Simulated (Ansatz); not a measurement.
# ZrHCl3 + HCl: a complex and its separated parts, part 2 of 2

Ansatz 0.2.0, Gaussian basis. Earlier steps stand in the parts before.

### 14 wB97X-V/def2-TZVPP

The inputs:

parta/in.yaml

```yaml
crystal:
  periodic: [false, false, false]
  atoms:
    - {symbol: Zr, position_ang: [-0.399798, 0.678511, -0.478177]}
    - {symbol: Cl, position_ang: [0.935986, -0.223880, -2.141456]}
    - {symbol: Cl, position_ang: [-2.270103, -0.604183, -0.007246]}
    - {symbol: Cl, position_ang: [-0.880238, 2.921772, -0.800174]}
    - {symbol: H, position_ang: [0.615610, 0.618717, 1.036551]}
basis:
  gaussian: {orbitals: def2-TZVPP}
hamiltonian: {xc: {name: wB97X-V}}
```

partb/in.yaml

```yaml
crystal:
  periodic: [false, false, false]
  atoms:
    - {symbol: Cl, position_ang: [0.721479, -2.027549, 0.724719]}
    - {symbol: H, position_ang: [1.276964, -1.363389, 1.665882]}
basis:
  gaussian: {orbitals: def2-TZVPP}
hamiltonian: {xc: {name: wB97X-V}}
```

One command serves all of them, each in its own folder.

Command:

```
ansatz run in.yaml --threads 8 --pin off --events-out ev --progress --plain --max-ram 19148MiB
```

parta printed, shortened:

```text
Functional definition: wB97X-V
  name "wB97X-V"
  cite "Mardirossian & Head-Gordon, Phys. Chem. Chem. Phys. 16, 9904 (2014) doi:10.1039/C3CP54374A"
  cite "Becke, J. Chem. Phys. 107, 8554 (1997) doi:10.1063/1.475007"
  cite "Vydrov & Van Voorhis, J. Chem. Phys. 133, 244103 (2010) doi:10.1063/1.3521275"
[...]
      + integral(e_c_pw_opposite_spin*poly(b97_u_opposite, cos0, cos1)) + vv10(b, c)
1332 factors; their error is unknown
230 factors; integrals over basis functions are off by at most 3.2e-5 eV
[...]
mean field -38865.72277184 eV, -1428.2889677320 hartree, gradient 2.3e-5 eV, S^2 0.000000; 0 other end points of the search recorded, 0 dependent functions left out
reference -38865.72276909 eV, -1428.2889676308 hartree; 32, 32 occupied and 164, 164 virtual orbitals, 1332 factors
Total energy: -38865.72276909 eV, -1428.2889676308 hartree
```

Log of partb, shortened:

```text
[... 5 set-up lines as earlier in the session ...]
[...]
      + integral(e_c_pw_opposite_spin*poly(b97_u_opposite, cos0, cos1)) + vv10(b, c)
369 factors; their error is unknown
62 factors; integrals over basis functions are off by at most 9.0e-5 eV
[...]
mean field -12537.61272894 eV, -460.7487694894 hartree, gradient 5.7e-5 eV, S^2 0.000000; 0 other end points of the search recorded, 0 dependent functions left out
reference -12537.61272799 eV, -460.7487694545 hartree; 9, 9 occupied and 47, 47 virtual orbitals, 369 factors
Total energy: -12537.61272799 eV, -460.7487694545 hartree
```

Times: 3 s (parta), 0.3 s (partb) on 8 threads of Arm Neoverse V2, shared host.

### 15 wB97M-V/def2-TZVPP

Each input of step 14 (parta, partb) changes in the same lines:

```diff
-hamiltonian: {xc: {name: wB97X-V}}
+hamiltonian: {xc: {name: wB97M-V}}
```

Each run has its own folder and the same command.

Command:

```
ansatz run in.yaml --threads 8 --pin off --events-out ev --progress --plain --max-ram 19148MiB
```

parta printed, shortened:

```text
Functional definition: wB97M-V
  name "wB97M-V"
  cite "Mardirossian & Head-Gordon, J. Chem. Phys. 144, 214110 (2016) doi:10.1063/1.4952647"
[... 2 set-up lines as earlier in the session ...]
  # Of w^i u^j: cxij and so on, Table III.
[...]
  gx(w, u) = 1 - cx + cx01*u + cx10*w
[...]
      + integral(e_c_pw_mod_opposite_spin*gos(b97_w_opposite, b97_u_opposite)) + vv10(b, c)
1319 factors; their error is unknown
230 factors; integrals over basis functions are off by at most 3.2e-5 eV
[...]
mean field -38868.00684004 eV, -1428.3729056904 hartree, gradient 5.6e-5 eV, S^2 0.000000; 0 other end points of the search recorded, 0 dependent functions left out
reference -38868.00691063 eV, -1428.3729082842 hartree; 32, 32 occupied and 164, 164 virtual orbitals, 1319 factors
Total energy: -38868.00691063 eV, -1428.3729082842 hartree
```

partb printed, shortened:

```text
[... 5 set-up lines as earlier in the session ...]
  # Of w^i u^j: cxij and so on, Table III.
[...]
  gx(w, u) = 1 - cx + cx01*u + cx10*w
[...]
      + integral(e_c_pw_mod_opposite_spin*gos(b97_w_opposite, b97_u_opposite)) + vv10(b, c)
369 factors; their error is unknown
62 factors; integrals over basis functions are off by at most 9.0e-5 eV
[...]
mean field -12538.73838962 eV, -460.7901367566 hartree, gradient 5.7e-5 eV, S^2 0.000000; 0 other end points of the search recorded, 0 dependent functions left out
reference -12538.73841267 eV, -460.7901376035 hartree; 9, 9 occupied and 47, 47 virtual orbitals, 369 factors
Total energy: -12538.73841267 eV, -460.7901376035 hartree
```

They took 3.5 s (parta), 0.3 s (partb) on 8 threads of Arm Neoverse V2, shared host.

### 16 B2PLYP/def2-TZVPP

Each input of step 15 (parta, partb) changes in the same lines:

```diff
-hamiltonian: {xc: {name: wB97M-V}}
+hamiltonian: {xc: {name: B2PLYP}}
```

Each run has its own folder and the same command.

Command:

```
ansatz run in.yaml --threads 8 --pin off --events-out ev --progress --plain --max-ram 19148MiB
```

Log of parta, shortened:

```text
Functional definition: B2PLYP
  name "B2PLYP"
  cite "Grimme, J. Chem. Phys. 124, 034108 (2006) doi:10.1063/1.2148954"
[... 2 set-up lines as earlier in the session ...]
[...]
1206 factors; integrals over basis functions are off by at most 1.1e-3 eV
[...]
mean field -38851.15081851 eV, -1427.7534583244 hartree, gradient 2.9e-6 eV, S^2 0.000000; 0 other end points of the search recorded, 0 dependent functions left out
15 core orbitals not correlated: weight in the atoms' cores, before any rotation towards them, 1.000 or more for the frozen orbitals, at most 0.000 for the correlated occupied ones
reference -38851.15100368 eV, -1427.7534651294 hartree; 17, 17 occupied and 164, 164 virtual orbitals, 1206 factors
second order -30.35195501 eV of doubles, -0.00000000 eV of singles
Total energy: -38859.34603154 eV, -1428.0546268482 hartree
```

Output in partb, shortened:

```text
[... 5 set-up lines as earlier in the session ...]
[...]
322 factors; integrals over basis functions are off by at most 1.4e-3 eV
[...]
mean field -12534.13735772 eV, -460.6210519527 hartree, gradient 9.7e-6 eV, S^2 0.000000; 0 other end points of the search recorded, 0 dependent functions left out
5 core orbitals not correlated: weight in the atoms' cores, before any rotation towards them, 1.000 or more for the frozen orbitals, at most 0.000 for the correlated occupied ones
reference -12534.13745448 eV, -460.6210555085 hartree; 4, 4 occupied and 47, 47 virtual orbitals, 322 factors
second order -6.68492707 eV of doubles, -0.00000000 eV of singles
Total energy: -12535.94238479 eV, -460.6873854740 hartree
```

Wall times: 2 s (parta), 0.2 s (partb) on 8 threads of Arm Neoverse V2, shared host.

### 17 PBE-QIDH/def2-TZVPP

The same edit goes into each in.yaml of step 16 (parta, partb):

```diff
-hamiltonian: {xc: {name: B2PLYP}}
+hamiltonian: {xc: {name: PBE-QIDH}}
```

Each run has its own folder and the same command.

Command:

```
ansatz run in.yaml --threads 8 --pin off --events-out ev --progress --plain --max-ram 19148MiB
```

Log of parta, shortened:

```text
Functional definition: PBE-QIDH
  name "PBE-QIDH"
  cite "Brémond, Sancho-García, Pérez-Jiménez & Adamo, J. Chem. Phys. 141, 031101 (2014) doi:10.1063/1.4890314"
[... 1 set-up line as earlier in the session ...]
[...]
1206 factors; integrals over basis functions are off by at most 1.1e-3 eV
[...]
mean field -38841.75187793 eV, -1427.4080536288 hartree, gradient 2.0e-6 eV, S^2 0.000000; 0 other end points of the search recorded, 0 dependent functions left out
15 core orbitals not correlated: weight in the atoms' cores, before any rotation towards them, 1.000 or more for the frozen orbitals, at most 0.000 for the correlated occupied ones
reference -38841.75189447 eV, -1427.4080542366 hartree; 17, 17 occupied and 164, 164 virtual orbitals, 1206 factors
second order -28.08479662 eV of doubles, -0.00000000 eV of singles
Total energy: -38851.11349334 eV, -1427.7520866497 hartree
```

Log of partb, shortened:

```text
[... 4 set-up lines as earlier in the session ...]
[...]
322 factors; integrals over basis functions are off by at most 1.4e-3 eV
[...]
mean field -12531.03295921 eV, -460.5069674118 hartree, gradient 2.4e-6 eV, S^2 0.000000; 0 other end points of the search recorded, 0 dependent functions left out
5 core orbitals not correlated: weight in the atoms' cores, before any rotation towards them, 1.000 or more for the frozen orbitals, at most 0.000 for the correlated occupied ones
reference -12531.03296558 eV, -460.5069676459 hartree; 4, 4 occupied and 47, 47 virtual orbitals, 322 factors
second order -6.22515598 eV of doubles, -0.00000000 eV of singles
Total energy: -12533.10801757 eV, -460.5832244001 hartree
```

Wall times: 2 s (parta), 0.2 s (partb) on 8 threads of Arm Neoverse V2, shared host.

### 18 RPA on PBE/def2-TZVPP

Each input of step 17 (parta, partb) changes in the same lines:

```diff
-hamiltonian: {xc: {name: PBE-QIDH}}
+hamiltonian: {xc: pbe}
+correlation: {method: rpa}
```

One command serves all of them, each in its own folder.

Command:

```
ansatz run in.yaml --threads 8 --pin off --events-out ev --progress --plain --max-ram 19148MiB
```

Log of parta, shortened:

```text
[... 4 set-up lines as earlier in the session ...]
[...]
1206 factors; integrals over basis functions are off by at most 1.1e-3 eV
[...]
mean field -38857.18032349 eV, -1427.9750385456 hartree, gradient 4.3e-6 eV, S^2 0.000000; 0 other end points of the search recorded, 0 dependent functions left out
15 core orbitals not correlated: weight in the atoms' cores, before any rotation towards them, 1.000 or more for the frozen orbitals, at most 0.000 for the correlated occupied ones
reference -38798.76888266 eV, -1425.8284576878 hartree; 17, 17 occupied and 164, 164 virtual orbitals, 1206 factors
Total energy: -38838.37171648 eV, -1427.2838349866 hartree
```

Output in partb, shortened:

```text
[... 4 set-up lines as earlier in the session ...]
[...]
322 factors; integrals over basis functions are off by at most 1.4e-3 eV
[...]
mean field -12534.30962289 eV, -460.6273825810 hartree, gradient 3.3e-6 eV, S^2 0.000000; 0 other end points of the search recorded, 0 dependent functions left out
5 core orbitals not correlated: weight in the atoms' cores, before any rotation towards them, 1.000 or more for the frozen orbitals, at most 0.000 for the correlated occupied ones
reference -12519.65924020 eV, -460.0889909474 hartree; 4, 4 occupied and 47, 47 virtual orbitals, 322 factors
Total energy: -12529.02201058 eV, -460.4330664128 hartree
```

Wall times: 1.8 s (parta), 0.2 s (partb) on 8 threads of Arm Neoverse V2, shared host.

### 19 CCSD(T)/def2-TZVPP

Each input of step 18 (parta, partb) changes in the same lines:

```diff
-hamiltonian: {xc: pbe}
-correlation: {method: rpa}
+correlation: {method: ccsd_t}
```

One command serves all of them, each in its own folder.

Command:

```
ansatz run in.yaml --threads 8 --pin off --events-out ev --progress --plain --max-ram 19148MiB
```

Log of parta, shortened:

```text
Functional definition: HF
  name "HF"
  cite "Fock, Z. Phys. 61, 126 (1930) doi:10.1007/BF01340294"
[... 1 set-up line as earlier in the session ...]
[...]
1206 factors; integrals over basis functions are off by at most 1.1e-3 eV
[...]
mean field -38800.60473027 eV, -1425.8959238428 hartree, gradient 1.5e-6 eV, S^2 0.000000; 0 other end points of the search recorded, 0 dependent functions left out
15 core orbitals not correlated: weight in the atoms' cores, before any rotation towards them, 1.000 or more for the frozen orbitals, at most 0.000 for the correlated occupied ones
reference -38800.60473027 eV, -1425.8959238428 hartree; 17, 17 occupied and 164, 164 virtual orbitals, 1206 factors
second order -24.73835579 eV of doubles, -0.00000000 eV of singles
cycle   1  -25.24006436 eV  change   -5.0e-1 eV  update   1.4e-1
[...]
cycle  10  -25.96561933 eV  change    2.0e-5 eV  update   1.3e-5
perturbative correction -1.21783622 eV, -0.0447546556 hartree
Total energy: -38827.78818582 eV, -1426.8948974088 hartree
```

partb printed, shortened:

```text
[... 4 set-up lines as earlier in the session ...]
[...]
322 factors; integrals over basis functions are off by at most 1.4e-3 eV
[...]
mean field -12519.93378807 eV, -460.0990803956 hartree, gradient 2.9e-6 eV, S^2 0.000000; 0 other end points of the search recorded, 0 dependent functions left out
5 core orbitals not correlated: weight in the atoms' cores, before any rotation towards them, 1.000 or more for the frozen orbitals, at most 0.000 for the correlated occupied ones
reference -12519.93378807 eV, -460.0990803956 hartree; 4, 4 occupied and 47, 47 virtual orbitals, 322 factors
second order -5.53925974 eV of doubles, -0.00000000 eV of singles
cycle   1  -5.96028486 eV  change   -4.2e-1 eV  update   3.9e-2
[...]
cycle   7  -6.10182764 eV  change   -5.8e-6 eV  update   7.9e-6
perturbative correction -0.21572348 eV, -0.0079276917 hartree
Total energy: -12526.25133919 eV, -460.3312461172 hartree
```

They took 9.5 s (parta), 0.2 s (partb) on 8 threads of Arm Neoverse V2, shared host; peak memory 1.6 GiB.

### 20 Vibrations of ZrHCl3

Contents of vib-parta/in.yaml:

```yaml
crystal:
  periodic: [false, false, false]
  atoms:
    - {symbol: Zr, position_ang: [-0.399798, 0.678511, -0.478177]}
    - {symbol: Cl, position_ang: [0.935986, -0.223880, -2.141456]}
    - {symbol: Cl, position_ang: [-2.270103, -0.604183, -0.007246]}
    - {symbol: Cl, position_ang: [-0.880238, 2.921772, -0.800174]}
    - {symbol: H, position_ang: [0.615610, 0.618717, 1.036551]}
basis:
  gaussian: {orbitals: def2-TZVP}
hamiltonian: {xc: pbe0, dispersion: d4}
phonons: {temperatures: {t_min: 298.15, t_max: 900, t_step: 200}}
```

Command:

```
ansatz run in.yaml --threads 8 --pin off --events-out ev --progress --plain --max-ram 19148MiB
```

Log, shortened:

```text
[... 5 set-up lines as earlier in the session ...]
[...]
1247 factors; their error is unknown
[...]
mean field -38859.37680774 eV, -1428.0557578530 hartree, gradient 1.7e-5 eV, S^2 0.000000; 0 other end points of the search recorded, 0 dependent functions left out
[...]
Atom 2 at    -2.270103    -0.604183    -0.007246 Å, force    -0.001262    -0.000593     0.001730 eV/Å
Atom 3 at    -0.880238     2.921772    -0.800174 Å, force     0.001011    -0.002224     0.001122 eV/Å
Atom 4 at     0.615610     0.618717     1.036551 Å, force    -0.001140     0.000090    -0.001696 eV/Å
Dipole moment:    -0.015387     0.000912    -0.022952 e Å
Vibrations: 93.95 95.84 95.93 387.84 401.52 401.61 510.18 510.25 1756.20 cm⁻¹, zero-point energy 0.263673 eV
```

Wall time 16 s (8 threads of Arm Neoverse V2, shared host).

The modes, with what each moves most:

| mode | wavenumber (cm⁻¹) | character |
| --- | --- | --- |
| 1 | 94 | bend |
| 2 | 96 | bend |
| 3 | 96 | bend |
| 4 | 388 | Zr–Cl stretch |
| 5 | 402 | Zr–Cl stretch |
| 6 | 402 | Zr–Cl stretch |
| 7 | 510 | bend |
| 8 | 510 | bend |
| 9 | 1756 | Zr–H stretch |

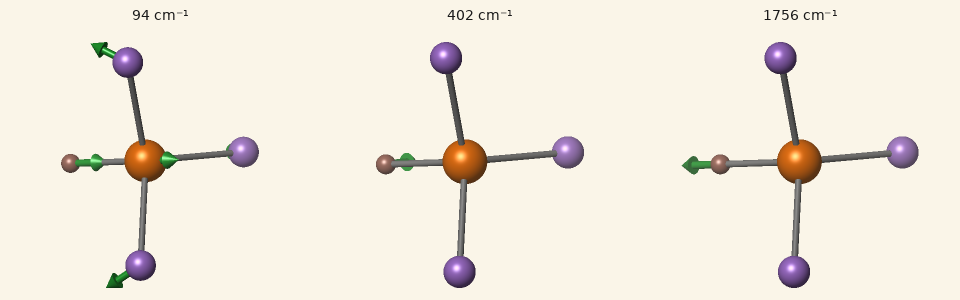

How the atoms move in 3 of the modes.

Vibrational sums (real modes only):

| T (K) | entropy (J/mol/K) | heat capacity (J/mol/K) |
| --- | --- | --- |
| 298 | 62.1 | 53.4 |
| 498 | 92.0 | 62.4 |
| 698 | 113.8 | 66.7 |
| 898 | 131.0 | 69.2 |

### 21 Vibrations of HCl

Contents of vib-partb/in.yaml:

```yaml
crystal:
  periodic: [false, false, false]
  atoms:
    - {symbol: Cl, position_ang: [0.721479, -2.027549, 0.724719]}
    - {symbol: H, position_ang: [1.276964, -1.363389, 1.665882]}
basis:
  gaussian: {orbitals: def2-TZVP}
hamiltonian: {xc: pbe0, dispersion: d4}
phonons: {temperatures: {t_min: 298.15, t_max: 900, t_step: 200}}
```

Command:

```
ansatz run in.yaml --threads 8 --pin off --events-out ev --progress --plain --max-ram 19148MiB
```

Log, shortened:

```text
[... 5 set-up lines as earlier in the session ...]
[...]
312 factors; their error is unknown
[...]
mean field -12535.31645842 eV, -460.6643831041 hartree, gradient 4.2e-5 eV, S^2 0.000000; 0 other end points of the search recorded, 0 dependent functions left out
[...]
reference -12535.31637262 eV, -460.6643799513 hartree; 9, 9 occupied and 34, 34 virtual orbitals, 312 factors
Total energy: -12535.32105165 eV, -460.6645519025 hartree
Atom 0 at     0.721479    -2.027549     0.724719 Å, force    -0.000257    -0.000308    -0.000436 eV/Å
Atom 1 at     1.276964    -1.363389     1.665882 Å, force     0.000257     0.000308     0.000436 eV/Å
Dipole moment:     0.114068     0.136385     0.193267 e Å
Vibrations: 2997.15 cm⁻¹, zero-point energy 0.185799 eV
```

Run time: 0.8 s. Hardware: 8 threads of Arm Neoverse V2, shared host.

Wavenumbers and character of the modes:

| mode | wavenumber (cm⁻¹) | character |
| --- | --- | --- |
| 1 | 2997 | Cl–H stretch |

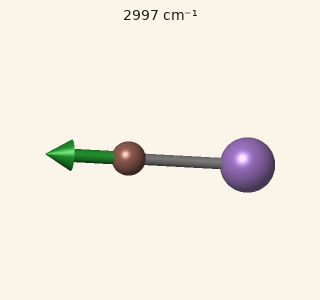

How the atoms move in 1 of the modes.

Vibrational sums (real modes only):

| T (K) | entropy (J/mol/K) | heat capacity (J/mol/K) |
| --- | --- | --- |
| 298 | 0.0 | 0.0 |
| 498 | 0.0 | 0.1 |
| 698 | 0.1 | 0.7 |
| 898 | 0.4 | 1.6 |

### 22 Complex less separated parts

The complex's own energies come from single points at the same levels.

Rows are in def2-TZVPP; times add the 3 runs of a level on a shared host, so small differences are noise.

Differences are taken before rounding.

| method | rung | complex less parts (kJ/mol) | from CCSD(T) (kJ/mol) | time |
| --- | --- | --- | --- | --- |
| SPW92 | LDA | -42.0 | -21.7 | 1.6 s |
| PBE-D4 | GGA | -24.4 | -4.0 | 2.4 s |
| BLYP-D4 | GGA | -19.7 | +0.7 | 2.5 s |
| r2SCAN-D4 | meta-GGA | -23.6 | -3.2 | 5.4 s |
| B97M-V | meta-GGA | -23.4 | -3.0 | 9.6 s |
| PBE0-D4 | hybrid | -22.9 | -2.5 | 3.8 s |
| B3LYP-D4 | hybrid | -19.7 | +0.7 | 3.4 s |
| r2SCAN0-D4 | hybrid | -22.8 | -2.4 | 6.1 s |
| BHLYP-D4 | hybrid | -20.9 | -0.5 | 3.4 s |
| CAM-B3LYP-D4 | range-separated hybrid | -19.8 | +0.6 | 4 s |
| wB97X-V | range-separated hybrid | -21.5 | -1.1 | 8.8 s |
| wB97M-V | range-separated hybrid | -23.9 | -3.5 | 10 s |
| B2PLYP | double hybrid | -13.1 | +7.3 | 5.6 s |
| PBE-QIDH | double hybrid | -20.8 | -0.4 | 5.8 s |
| RPA on PBE | RPA | -18.0 | +2.4 | 5.1 s |
| Hartree-Fock | wavefunction | 6.7 | +27.1 |  |
| MP2 | wavefunction | -25.6 | -5.2 |  |
| CCSD | wavefunction | -15.9 | +4.5 |  |
| CCSD(T) | wavefunction | -20.4 | 0 | 2.1 min |

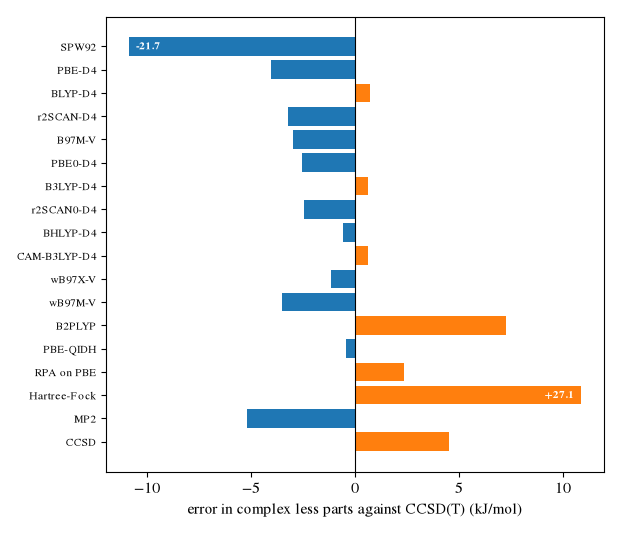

How far each level lands from CCSD(T). Bars with a number in them are cut short.

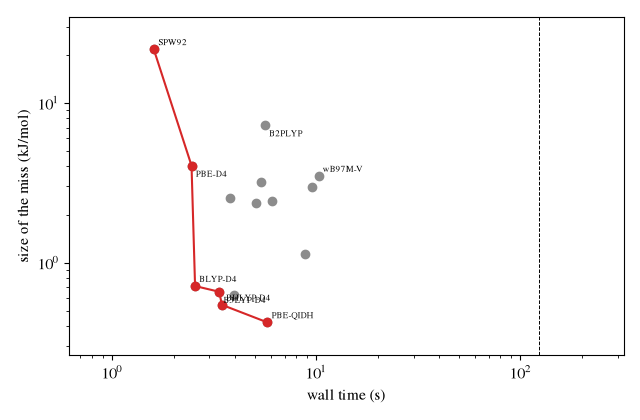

Miss against cost. Red marks the levels that no quicker level drawn beats (of those quicker than the yardstick), and the dashed line is the time of CCSD(T). Only those levels and the largest misses are named. Times are from a shared host.

For cost: PBE-QIDH gets within 0.4 kJ/mol in 5.8 s, where CCSD(T) took 2.1 min; the quickest level in the cost chart, SPW92, takes 1.6 s and misses by 21.7 kJ/mol.

The complex's zero-point energy, from a separate PBE0-D4 run, is 0.493 eV.

### 23 Summary of results

The summary covers parts 1 to 2.

```
                              quantity         value
complex less parts, CCSD(T)/def2-TZVPP  -20.4 kJ/mol
                with zero-point energy  -16.2 kJ/mol
                 largest T1 diagnostic         0.016
```

At CCSD(T) the complex lies 20.4 kJ/mol below its parts. The functionals run from PBE-QIDH, off by -0.4 kJ/mol, to SPW92, off by -21.7 kJ/mol, against CCSD(T). Mean unsigned error by rung: LDA 21.7, GGA 2.4, meta-GGA 3.1, hybrid 1.5, range-separated hybrid 1.7, double hybrid 3.8 kJ/mol. The double hybrids carry no dispersion term here, unlike the levels marked D4 or V. PBE-D4 gives a relative energy 4.0 kJ/mol too low, inside chemical accuracy (1 kcal/mol, 4.2 kJ/mol). No counterpoise was applied, and triple zeta lacks some correlation, so the CCSD(T) reference has a basis error of its own, and close matches with it are partly luck.
